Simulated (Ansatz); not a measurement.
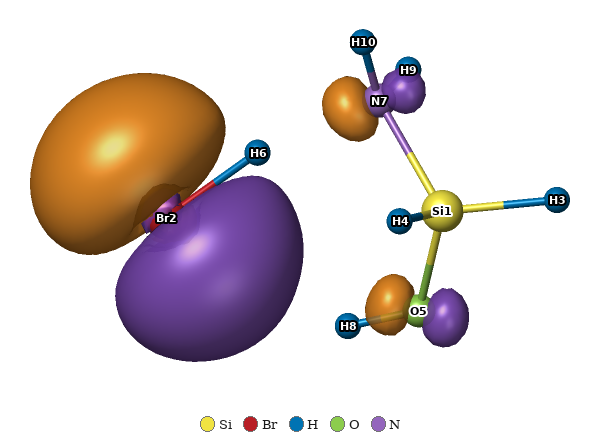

Figure 1: H$_{5}$NOSi···HBr. The HOMO−1 at ±0.1 Å⁻³ᐟ² (orange and purple are the two phases), seen at a tilt.

These are results of Ansatz 0.2.0, RKS BHLYP-D4/def2-SVP, not measurements.

Input file:

```
crystal:
  periodic: [false, false, false]
  atoms:
    - { symbol: Si, position_ang: [-0.752699, 0.02715, -0.662639] }
    - { symbol: Br, position_ang: [2.61458, -1.049504, 0.108363] }
    - { symbol: H, position_ang: [-2.139002, 0.256495, -1.120681] }
    - { symbol: H, position_ang: [0.193975, 0.443095, -1.717403] }
    - { symbol: O, position_ang: [-0.692015, -1.563575, -0.266083] }
    - { symbol: H, position_ang: [1.788435, -0.003264, 0.729313] }
    - { symbol: "N", position_ang: [-0.286735, 1.001906, 0.758306] }
    - { symbol: H, position_ang: [0.17015, -1.943275, -0.092065] }
    - { symbol: H, position_ang: [-0.780419, 0.840609, 1.625742] }
    - { symbol: H, position_ang: [-0.11627, 1.990363, 0.637149] }
basis:
  gaussian: { orbitals: def2-SVP }
hamiltonian:
  xc: { name: BHLYP }
  dispersion: d4
relax:
  f_tol: 0.03
  max_steps: 50
output:
  orbitals: {}
```

Launched as:

```sh
ansatz run input.yaml --threads 2 --pin off --max-ram 3072MiB --backend cpu --events-out ev --progress --plain --runs-dir out
```

The fields are those of the relaxed geometry.

Describe this orbital and give its energy.

Answer. Its weight (Hirshfeld) is mainly on Br2 (about 90 %); largely a lone pair of Br2. Its energy is −9.16 eV.
